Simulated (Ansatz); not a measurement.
# Nudged elastic band of C2H7NOSi (part 2 of 2)

Continued. System: C2H7NOSi. Method: RKS BLYP/6-31G* (Ansatz 0.2.0). It belongs to a series of runs on one base structure; here: band between the two ends.

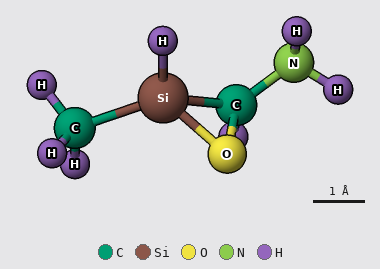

*The structure as given in the input (ball-and-stick view, seen at a tilt).*

## The last band as extended XYZ, continued
```
12
Properties=species:S:1:pos:R:3:forces:R:3 image=8 energy=-13598.83949
C    -1.3371    1.0079    1.0701    0.0153  -0.0118  -0.0276
Si    0.2061    0.0280    0.5713    0.0045  -0.0198  -0.0268
O     0.2767   -1.5244    1.2591    0.0046   0.0071   0.0601
C     0.1716   -0.6200   -1.2008   -0.0177   0.0181  -0.0194
N     1.1675   -0.4363   -2.0348    0.0040   0.0270  -0.0242
H    -1.2920    2.0559    0.7248    0.0100  -0.0065  -0.0263
H    -1.4229    1.0273    2.1715    0.0150  -0.0095  -0.0267
H    -2.2562    0.5498    0.6697    0.0024  -0.0029  -0.0237
H     1.4249    0.7656    1.0794    0.0035  -0.0210  -0.0148
H    -0.0739   -2.1233    0.5575   -0.0315  -0.0723   0.1476
H     1.2269   -0.9853   -2.9075   -0.0319   0.0966  -0.0569
H     1.9855    0.1997   -1.9263    0.0217  -0.0051   0.0386
12
Properties=species:S:1:pos:R:3:forces:R:3 image=9 energy=-13598.91262
C    -1.2979    0.9822    0.9949    0.0011  -0.0022  -0.0096
Si    0.2271   -0.0623    0.5758    0.0076  -0.0146  -0.0066
O     0.2640   -1.5478    1.3926    0.0098   0.0054   0.0270
C     0.1723   -0.6478   -1.2155   -0.0125  -0.0013   0.0000
N     1.1415   -0.3424   -2.0456    0.0149   0.0015   0.0031
H    -1.2116    2.0113    0.6026    0.0093  -0.0103  -0.0160
H    -1.4095    1.0528    2.0912    0.0033   0.0034  -0.0130
H    -2.2204    0.5359    0.5879    0.0057  -0.0025  -0.0095
H     1.4585    0.6675    1.0660    0.0066  -0.0117  -0.0037
H    -0.1871   -2.2269    0.8462   -0.0231  -0.0201   0.0349
H     1.1714   -0.7459   -2.9965   -0.0106   0.0394  -0.0077
H     1.9686    0.2683   -1.8656   -0.0121   0.0129   0.0011
12
Properties=species:S:1:pos:R:3:forces:R:3 image=10 energy=-13598.92980
C    -1.2457    0.9503    0.9178   -0.0011   0.0040   0.0025
Si    0.2601   -0.1606    0.6040   -0.0031  -0.0109   0.0065
O     0.2408   -1.5965    1.5000    0.0070   0.0105   0.0039
C     0.2086   -0.7051   -1.1991   -0.0041   0.0058   0.0020
N     1.1029   -0.2436   -2.0417    0.0042  -0.0117  -0.0093
H    -1.1222    1.9338    0.4297   -0.0008   0.0014   0.0006
H    -1.3749    1.1269    1.9994    0.0034  -0.0005  -0.0028
H    -2.1726    0.4951    0.5314   -0.0025  -0.0025  -0.0013
H     1.4997    0.5469    1.1041    0.0022   0.0007  -0.0002
H    -0.3107   -2.2793    1.0643   -0.0052  -0.0044  -0.0075
H     1.1051   -0.5411   -3.0316    0.0012   0.0017   0.0047
H     1.8861    0.4181   -1.8445   -0.0012   0.0060   0.0008
```

This output came from the following input.

## The input
```yaml
crystal:
  periodic: [false, false, false]
  atoms:
    - { symbol: C, position_ang: [-1.385484, 0.955947, 1.404918] }
    - { symbol: Si, position_ang: [0.186887, 0.403258, 0.52105] }
    - { symbol: O, position_ang: [0.650456, -1.221208, 0.549007] }
    - { symbol: C, position_ang: [0.24614, -0.745013, -0.921992] }
    - { symbol: "N", position_ang: [1.244286, -0.78821, -1.925635] }
    - { symbol: H, position_ang: [-1.663226, 1.981212, 1.105011] }
    - { symbol: H, position_ang: [-1.240426, 0.955876, 2.49955] }
    - { symbol: H, position_ang: [-2.225694, 0.282622, 1.172214] }
    - { symbol: H, position_ang: [1.282491, 1.419537, 0.656896] }
    - { symbol: H, position_ang: [-0.64258, -1.318932, -1.213802] }
    - { symbol: H, position_ang: [1.553149, -1.74924, -2.124263] }
    - { symbol: H, position_ang: [2.071102, -0.23105, -1.689055] }
basis:
  gaussian: { orbitals: "6-31G*" }
hamiltonian:
  xc: blyp
neb:
  order_check: false
  images: 9
  f_tol: 0.05
  max_iterations: 60
  final_atoms:
    - { symbol: C, position_ang: [-1.24574957, 0.95030179, 0.91775158] }
    - { symbol: Si, position_ang: [0.26013751, -0.16060978, 0.60404865] }
    - { symbol: O, position_ang: [0.24084174, -1.5965117, 1.49996603] }
    - { symbol: C, position_ang: [0.2086233, -0.7050781, -1.19910089] }
    - { symbol: "N", position_ang: [1.1028764, -0.24364098, -2.04171271] }
    - { symbol: H, position_ang: [-1.12219465, 1.93383784, 0.42974637] }
    - { symbol: H, position_ang: [-1.37489669, 1.12689635, 1.99943801] }
    - { symbol: H, position_ang: [-2.17263909, 0.49508019, 0.53143274] }
    - { symbol: H, position_ang: [1.49970732, 0.5468823, 1.10410294] }
    - { symbol: H, position_ang: [-0.31073257, -2.27932621, 1.06425861] }
    - { symbol: H, position_ang: [1.10506487, -0.54114029, -3.03157351] }
    - { symbol: H, position_ang: [1.88606244, 0.4181076, -1.84445881] }
  initial_path:
    images:
      - { positions_ang: [[-1.385484, 0.955947, 1.404918], [0.186887, 0.403258, 0.52105], [0.650456, -1.221208, 0.549007], [0.24614, -0.745013, -0.921992], [1.244286, -0.78821, -1.925635], [-1.663226, 1.981212, 1.105011], [-1.240426, 0.955876, 2.49955], [-2.225694, 0.282622, 1.172214], [1.282491, 1.419537, 0.656896], [-0.64258, -1.318932, -1.213802], [1.553149, -1.74924, -2.124263], [2.071102, -0.23105, -1.689055]] }
      - { positions_ang: [[-1.38020137, 0.94182948, 1.38647311], [0.17743499, 0.44657578, 0.49546834], [0.62721732, -1.17047633, 0.49912515], [0.24351447, -0.71862712, -0.93580113], [1.24372588, -0.76480086, -1.93852169], [-1.66739421, 1.98662083, 1.13666346], [-1.24904618, 0.89773335, 2.47278508], [-2.22036053, 0.30104477, 1.11606812], [1.29847352, 1.42167507, 0.67520548], [-0.5763406, -1.37515904, -1.05221961], [1.49215916, -1.71732422, -2.1766877], [2.08791856, -0.30429272, -1.6446596]] }
      - { positions_ang: [[-1.37491875, 0.92771196, 1.36802822], [0.16798298, 0.48989357, 0.46988668], [0.60397863, -1.11974466, 0.44924329], [0.24088893, -0.69224123, -0.94961027], [1.24316576, -0.74139172, -1.95140838], [-1.67156241, 1.99202967, 1.16831593], [-1.25766637, 0.83959069, 2.44602015], [-2.21502705, 0.31946754, 1.05992223], [1.31445604, 1.42381315, 0.69351496], [-0.51010121, -1.43138608, -0.89063721], [1.43116932, -1.68540844, -2.2291124], [2.10473512, -0.37753543, -1.6002642]] }
      - { positions_ang: [[-1.36963612, 0.91359444, 1.34958333], [0.15853097, 0.53321135, 0.44430502], [0.58073995, -1.06901299, 0.39936144], [0.2382634, -0.66585535, -0.9634194], [1.24260564, -0.71798259, -1.96429507], [-1.67573062, 1.9974385, 1.19996839], [-1.26628655, 0.78144804, 2.41925523], [-2.20969358, 0.33789032, 1.00377635], [1.33043856, 1.42595122, 0.71182444], [-0.44386181, -1.48761313, -0.72905482], [1.37017948, -1.65349267, -2.28153711], [2.12155169, -0.45077815, -1.5558688]] }
      - { positions_ang: [[-1.3643535, 0.89947692, 1.33113844], [0.14907896, 0.57652913, 0.41872337], [0.55750127, -1.01828132, 0.34947958], [0.23563786, -0.63946947, -0.97722853], [1.24204552, -0.69457345, -1.97718176], [-1.67989882, 2.00284733, 1.23162085], [-1.27490673, 0.72330539, 2.3924903], [-2.2043601, 0.35631309, 0.94763047], [1.34642108, 1.4280893, 0.73013392], [-0.37762242, -1.54384017, -0.56747243], [1.30918963, -1.62157689, -2.33396181], [2.13836825, -0.52402086, -1.5114734]] }
      - { positions_ang: [[-1.35907087, 0.8853594, 1.31269355], [0.13962695, 0.61984691, 0.39314171], [0.53426258, -0.96754965, 0.29959773], [0.23301233, -0.61308358, -0.99103767], [1.2414854, -0.67116431, -1.99006845], [-1.68406703, 2.00825616, 1.26327331], [-1.28352691, 0.66516274, 2.36572538], [-2.19902663, 0.37473586, 0.89148458], [1.3624036, 1.43022737, 0.7484434], [-0.31138302, -1.60006721, -0.40589004], [1.24819979, -1.58966111, -2.38638651], [2.15518481, -0.59726358, -1.467078]] }
      - { positions_ang: [[-1.33640661, 0.89834788, 1.23370516], [0.16372906, 0.46375558, 0.4353231], [0.47557841, -1.09334206, 0.53967139], [0.22813452, -0.63148249, -1.03265031], [1.2137636, -0.58565965, -2.0003973], [-1.57169255, 1.9933725, 1.09656793], [-1.30180087, 0.75750946, 2.2924679], [-2.19374912, 0.39880472, 0.81947421], [1.38986434, 1.25355835, 0.81957531], [-0.31125293, -1.73591901, -0.11186031], [1.21957281, -1.37995695, -2.51542391], [2.10136034, -0.39418934, -1.54255416]] }
      - { positions_ang: [[-1.31374235, 0.91133636, 1.15471676], [0.18783117, 0.30766424, 0.47750448], [0.41689425, -1.21913447, 0.77974505], [0.22325672, -0.64988139, -1.07426296], [1.1860418, -0.50015498, -2.01072615], [-1.45931808, 1.97848883, 0.92986254], [-1.32007482, 0.84985618, 2.21921043], [-2.18847161, 0.42287359, 0.74746384], [1.41732508, 1.07688934, 0.89070722], [-0.31112284, -1.87177081, 0.18216942], [1.19094582, -1.17025278, -2.64446131], [2.04753586, -0.19111511, -1.61803032]] }
      - { positions_ang: [[-1.29107809, 0.92432484, 1.07572837], [0.21193329, 0.1515729, 0.51968587], [0.35821008, -1.34492688, 1.01981871], [0.21837891, -0.6682803, -1.1158756], [1.15832, -0.41465031, -2.021055], [-1.3469436, 1.96360517, 0.76315715], [-1.33834878, 0.9422029, 2.14595295], [-2.1831941, 0.44694245, 0.67545348], [1.44478583, 0.90022033, 0.96183913], [-0.31099275, -2.00762261, 0.47619915], [1.16231884, -0.96054862, -2.77349871], [1.99371139, 0.01195913, -1.69350649]] }
      - { positions_ang: [[-1.26841383, 0.93731331, 0.99673997], [0.2360354, -0.00451844, 0.56186726], [0.29952591, -1.47071929, 1.25989237], [0.21350111, -0.6866792, -1.15748825], [1.1305982, -0.32914565, -2.03138386], [-1.23456913, 1.94872151, 0.59645176], [-1.35662273, 1.03454963, 2.07269548], [-2.1779166, 0.47101132, 0.60344311], [1.47224657, 0.72355131, 1.03297104], [-0.31086266, -2.14347441, 0.77022888], [1.13369185, -0.75084445, -2.90253611], [1.93988691, 0.21503336, -1.76898265]] }
      - { positions_ang: [[-1.24574957, 0.95030179, 0.91775158], [0.26013751, -0.16060978, 0.60404865], [0.24084174, -1.5965117, 1.49996603], [0.2086233, -0.7050781, -1.19910089], [1.1028764, -0.24364098, -2.04171271], [-1.12219465, 1.93383784, 0.42974637], [-1.37489669, 1.12689635, 1.99943801], [-2.17263909, 0.49508019, 0.53143274], [1.49970732, 0.5468823, 1.10410294], [-0.31073257, -2.27932621, 1.06425861], [1.10506487, -0.54114029, -3.03157351], [1.88606244, 0.4181076, -1.84445881]] }
```

Launched with:
```bash
ansatz run input.yaml --threads 2 --pin off --max-ram 3072MiB --backend cpu --events-out ev --progress --plain --runs-dir out
```

## Key numbers

| quantity | value |
| --- | --- |
| outcome | converged |
| barrier, forward | 1.388 eV |
| barrier, backward | 0.746 eV |
| hardware | 2 threads of Arm Neoverse V2, 24 GiB of memory available, shared host |
| wall time | 3.3 min (CPU time 6.4 min) |
| peak memory | 0.13 GiB |

The order of the saddle point was not checked.
